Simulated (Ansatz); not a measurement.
The reference is ZnS in the zinc blende structure (space group F-43m, No. 216; a = 5.389 Å). Axes: x, y, z lie along the cube axes.

Now apply this change: the cell is stretched by 1.00 % along z with no lateral relaxation; the atoms relax in the strained cell.

Method: r2SCAN (Ansatz, a program for electronic structure; PAW; 500 eV plane waves; no SOC).

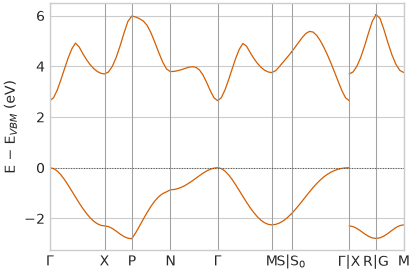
Fig. 1. Highest valence and lowest conduction band along the path of the changed cell's own zone

Problem. From the figure, how large is the changed gap, and is it direct?

Solution. About 2.6 eV, direct at Γ.

Whether these cells are dynamically stable was not tested. Labels are those of the standard path for the cell's own space group.
